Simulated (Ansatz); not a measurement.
A series of calculations on CH₇Ge

**1. Relaxation**

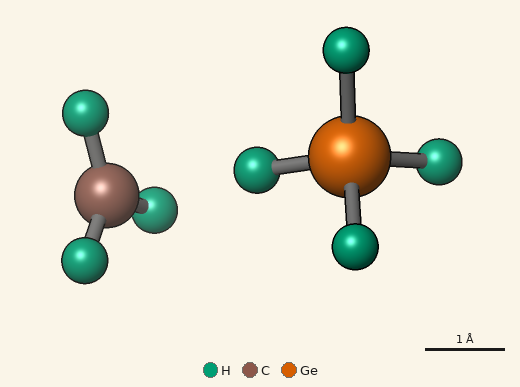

This is the input geometry for a relaxation of CH₇Ge (multiplicity 2) (started from a transition state, displaced along its imaginary mode). A ball-and-stick model, seen at a tilt.

Computed with Ansatz 0.2.0, UKS PBE0-D4/def2-TZVP.

Input file:
```yaml
crystal:
  periodic: [false, false, false]
  atoms:
    - {symbol: H, position_ang: [0.093027, 0.152660, -0.144477]}
    - {symbol: C, position_ang: [-0.951734, -1.360694, 1.199207]}
    - {symbol: Ge, position_ang: [0.755030, 1.086734, -0.953302]}
    - {symbol: H, position_ang: [-0.551273, -0.838939, 2.088884]}
    - {symbol: H, position_ang: [-1.905638, -0.998459, 0.744786]}
    - {symbol: H, position_ang: [-0.384564, -2.166688, 0.716884]}
    - {symbol: H, position_ang: [-0.275576, 1.923569, -1.694016]}
    - {symbol: H, position_ang: [1.622076, 1.934627, -0.039551]}
    - {symbol: H, position_ang: [1.598651, 0.266990, -1.918415]}
basis:
  gaussian: {orbitals: def2-TZVP}
magnetization: {spin_polarized: true, initial_magnetization: 1}
hamiltonian: {xc: pbe0, dispersion: d4}
relax: {f_tol: 0.005, max_steps: 200}
```

Run as
```bash
ansatz run in.yaml --threads 4 --pin off --events-out ev --progress --plain --max-ram 9574MiB
```

> Where does the relaxation end?

The energy falls by 7.30 kcal/mol in 8 accepted moves (9 points after the start). The largest force component goes from 2 to 0.0047 eV/Å. The line search rejected the trial step at point 6 of the run. The forces were under the threshold at step 4, but the run went on from there. The atom that moves furthest after the best rigid fit is H5 (0.48 Å). Largest moves by element: H 0.48 Å, C 0.40 Å, Ge 0.32 Å. Some distances before and after: H1–Ge3 1.402 → 1.535 Å, C2–H5 1.117 → 1.080 Å, C2–H4 1.106 → 1.080 Å, C2–H6 1.097 → 1.080 Å. Among the angles between lasting bonds that change: H1–Ge3–H9 105.6° → 109.6°, H7–Ge3–H8 111.9° → 109.3°, H1–Ge3–H8 107.1° → 109.6°. Cost: 14 s on 4 threads of Arm Neoverse V2 (shared host).

History of the run:

| step | E − E(0), kcal/mol | largest force component, eV/Å | note |
| --- | --- | --- | --- |
| 0 | 0.00 | 1.9797 |  |
| 1 | -5.99 | 0.5143 |  |
| 2 | -6.98 | 0.3810 |  |
| 3 | -7.28 | 0.0430 |  |
| 4 | -7.30 | 0.0018 |  |
| 5 | -7.30 | 0.0153 |  |
| 6 | -7.30 | 0.0286 | rejected |
| 7 | -7.30 | 0.0159 |  |
| 8 | -7.30 | 0.0117 |  |
| 9 | -7.30 | 0.0047 |  |

The structure at the end:

```xyz
9

H     0.1553    0.3001   -0.2538
C    -1.1471   -1.6186    1.4308
Ge    0.9161    1.2932   -1.1433
H    -0.7500   -1.1229    2.3044
H    -2.1052   -1.3215    1.0303
H    -0.5858   -2.4116    0.9588
H    -0.0830    2.1692   -1.9119
H     1.8089    2.1874   -0.2718
H     1.7907    0.5245   -2.1436
```

After the run, drawn alike:

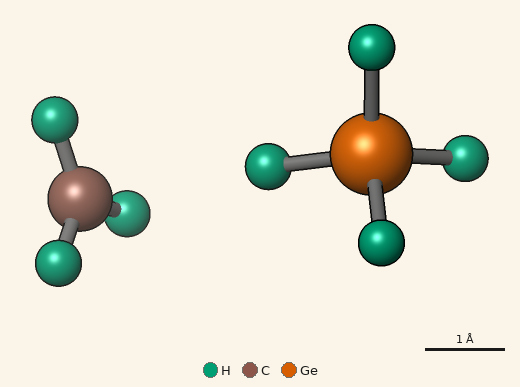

Limits of the set-up: the start holds two separate molecules, 2.3 Å apart at their closest, whose relative position is a soft coordinate.

**2. Relaxation**

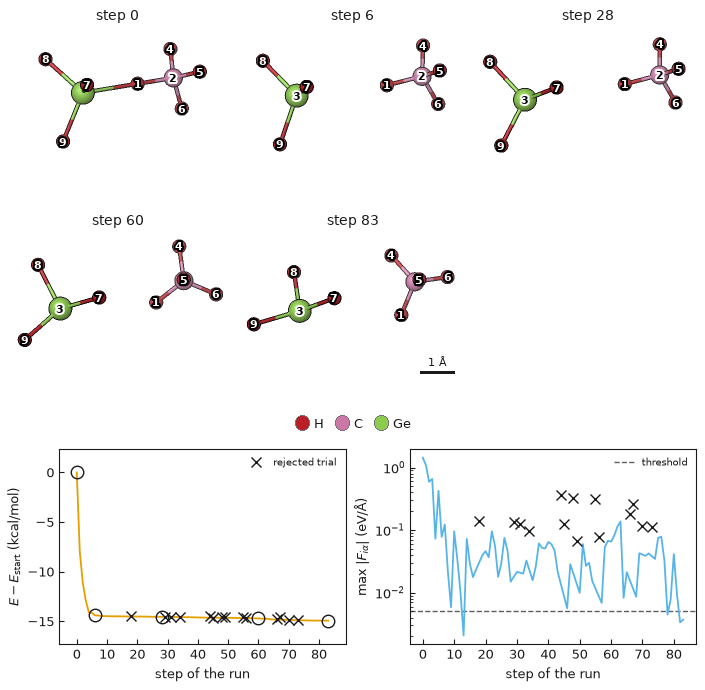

Frames of a relaxation of CH7Ge (multiplicity 2) (started from a transition state, displaced along its imaginary mode), marked on the history of the run. The picture is a ball-and-stick view, seen at a tilt.

Method: UKS PBE0-D4/def2-TZVP in Ansatz.

Input file:
```yaml
crystal:
  periodic: [false, false, false]
  atoms:
    - {symbol: H, position_ang: [-0.158445, -0.248114, 0.224496]}
    - {symbol: C, position_ang: [-0.746865, -1.008880, 0.899624]}
    - {symbol: Ge, position_ang: [0.706422, 0.951213, -0.852353]}
    - {symbol: H, position_ang: [-0.507394, -0.782236, 1.937399]}
    - {symbol: H, position_ang: [-1.825977, -0.956057, 0.737367]}
    - {symbol: H, position_ang: [-0.390868, -2.019006, 0.648856]}
    - {symbol: H, position_ang: [-0.317737, 1.831467, -1.626396]}
    - {symbol: H, position_ang: [1.609022, 1.939667, -0.045230]}
    - {symbol: H, position_ang: [1.631843, 0.291746, -1.923762]}
basis:
  gaussian: {orbitals: def2-TZVP}
magnetization: {spin_polarized: true, initial_magnetization: 1}
hamiltonian: {xc: pbe0, dispersion: d4}
relax: {f_tol: 0.005, max_steps: 200}
```

Run as
```bash
ansatz run in.yaml --threads 4 --pin off --events-out ev --progress --plain --max-ram 9574MiB
```

What happens along the run?

After 69 accepted moves (83 points after the start) the energy has fallen by 14.9 kcal/mol. Largest force component: 1.4 eV/Å at the start, 0.0037 eV/Å at the end. The line search rejected the trial steps at points 18, 29, 31, 34, 44, 45, 48, 49 and more of the run. The forces were under the threshold at step 13, but the run went on from there. The largest move after the best rigid fit is that of H9, 1.78 Å. By element the largest moves are H 1.78 Å, Ge 0.69 Å, C 0.24 Å. Among the contacts that change: H1–Ge3 1.829 → 3.547 Å, C2–Ge3 3.004 → 3.866 Å, H1–C2 1.175 → 1.090 Å, Ge3–H7 1.557 → 1.539 Å. Bonds break, among them: H1–Ge3 (1.83 → 3.55 Å). Bond angles that change, for instance: H7–Ge3–H8 106.2° → 111.2°, H7–Ge3–H9 106.7° → 111.1°, H1–C2–H5 112.2° → 109.5°. Cost: 99 s on 4 threads of Arm Neoverse V2 (shared host). From step 0 to 6: Ge3 moves most (0.73 Å), energy −14.4 kcal/mol. From step 6 to 28: H7 moves most (0.67 Å), energy −0.15 kcal/mol. From step 28 to 60: H5 moves most (0.78 Å), energy −0.16 kcal/mol. From step 60 to 83: H atoms move most (0.72 Å), energy −0.22 kcal/mol.

**3. Reaction**

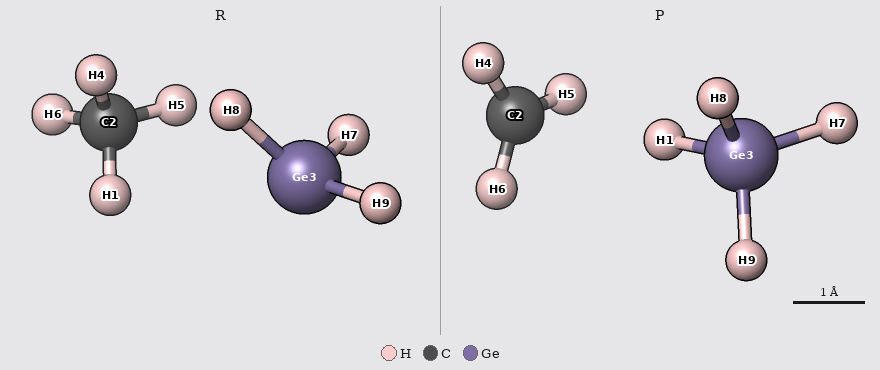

Reactant (R) and product (P) of one elementary step of CH$_{7}$Ge (multiplicity 2). The picture is a ball-and-stick view, seen from a free direction.

Stationary points at PBE0-D4/def2-TZVP, single-point energies with CCSD(T)/CBS, r2SCAN-D4, PBE0-D4, B3LYP-D4, CAM-B3LYP-D4, r2SCAN0-D4 (def2-TZVPP where no basis is named; Ansatz 0.2.0). The energies are electronic, without zero-point or thermal terms, and both ends are the relaxed geometries reached downhill from the saddle, with any fragments still in contact. CCSD(T)/CBS stands for a frozen-core estimate: MP2 correlation extrapolated from def2-TZVPP and def2-QZVPP, CCSD(T) minus MP2 from the smaller set.

> What is the transition state like, and how high is the barrier?

Counted by bonded pieces, R holds CH₄ + GeH₃ and P holds CH₃ + GeH₄. From R over the saddle to P, a bond forms: H1–Ge3 (3.55 → 1.62 → 1.54 Å). A bond breaks: H1–C2 (1.09 → 1.73 → 2.87 Å). The saddle has one imaginary mode, 438i cm⁻¹. The end R keeps a soft imaginary mode of 24i cm⁻¹, so it isn't quite a minimum. With CCSD(T)/CBS the barrier is 27.8 kcal/mol from R and 5.8 kcal/mol from P, and P lies 22.0 kcal/mol above R. By Pauling bond orders of the changing bonds the saddle lies closer to P, the higher end, as Hammond's postulate suggests.

| level | barrier from R (kcal/mol) | barrier from P (kcal/mol) | P less R (kcal/mol) |
| --- | --- | --- | --- |
| CCSD(T)/CBS | 27.8 | 5.8 | 22.0 |
| r2SCAN-D4 | 24.3 | 3.0 | 21.3 |
| PBE0-D4 | 26.1 | 2.7 | 23.3 |
| B3LYP-D4 | 25.8 | 3.0 | 22.8 |
| CAM-B3LYP-D4 | 26.7 | 4.5 | 22.2 |
| r2SCAN0-D4 | 25.6 | 4.4 | 21.2 |

Against CCSD(T)/CBS, CAM-B3LYP-D4 comes closest on the barrier from R (−1.2 kcal/mol) and r2SCAN-D4 misses most (−3.6 kcal/mol).

The saddle point in the same view, with dashed sticks for the bonds that form or break:

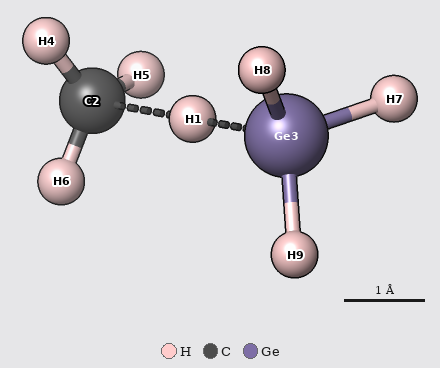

Limits of the set-up: the start holds two separate molecules, 3.1 Å apart at their closest, whose relative position is a soft coordinate.
